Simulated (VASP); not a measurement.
Band structure of CdSe (wurtzite). Method: TPSS meta-GGA, VASP's PBE PAW potentials (set 64) (plane waves; VASP 6.6.1).

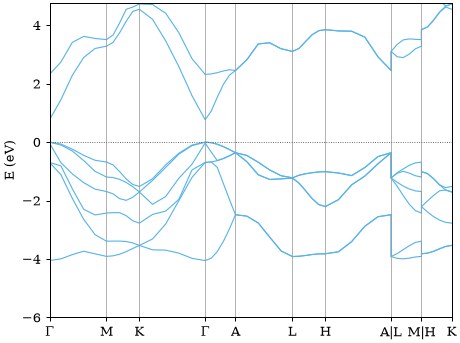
Figure. Bands along high-symmetry lines, zero at the valence-band maximum or, without a gap, the Fermi level

Question: Read the plot: is there a gap, and where are the band edges?

Answer: The gap is direct, 0.76 eV, from the valence maximum at Γ to the conduction minimum at Γ.

Measured: gap 1.73 eV (computed value off by -0.97 eV), as given by Abedi et al., (2022), arXiv:2211.14644.

The compound is CdSe in the wurtzite structure. It was relaxed first, which changed the volume by +6 %.
